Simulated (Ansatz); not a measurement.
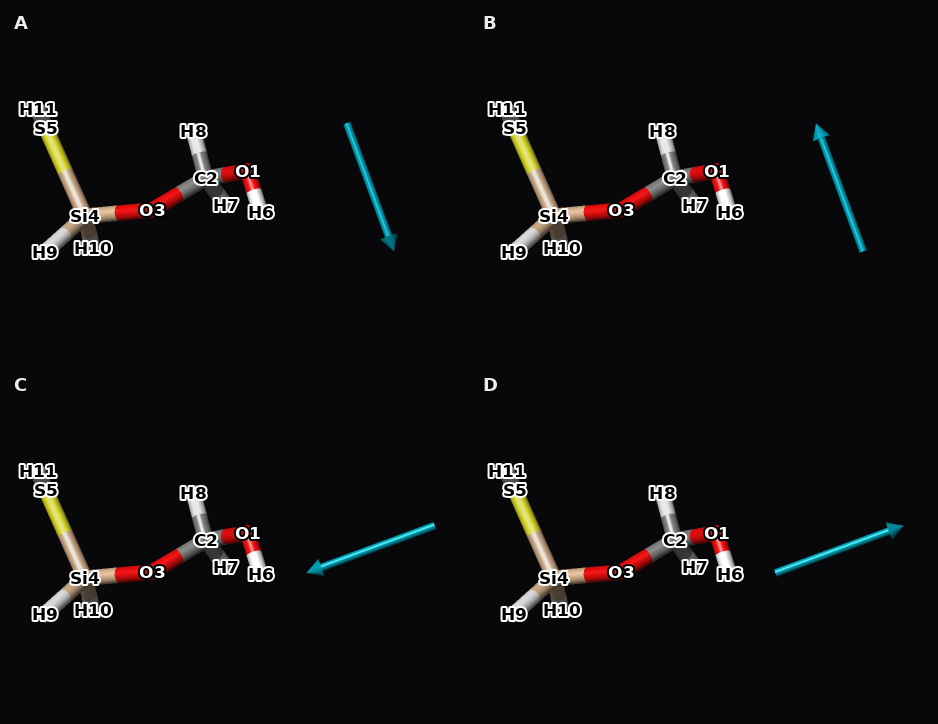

The same molecule four times, each with an arrow. The geometry was computed by an optimisation with PBE-D4/def2-SVP. No frequency run is at hand to confirm it as a minimum. Method: RKS PBE-D4/def2-SVP (Ansatz 0.2.0).

### Which arrow points along the dipole moment, from the negative to the positive end?

A. The dipole moment is 1.25 D; it points from the side of H11 to the side of H6 (the outermost atoms at the two ends).
